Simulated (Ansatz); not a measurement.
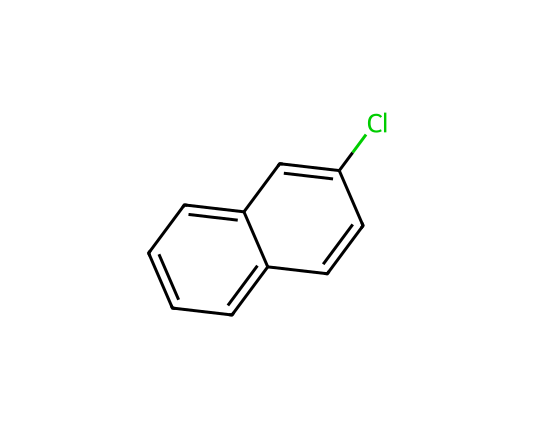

The geometry was computed by an optimisation with PBE0-D4/def2-TZVP. No frequency run is at hand to confirm it as a minimum. Method: RKS r2SCANh-D4/def2-TZVPP (Ansatz 0.2.0).

**Give the HOMO energy (Kohn–Sham orbital) at this level.**

−6.10 eV.

**Estimate the dispersion correction.**

−18.0 kJ/mol.

**Estimate the HOMO–LUMO gap.**

4.27 eV.
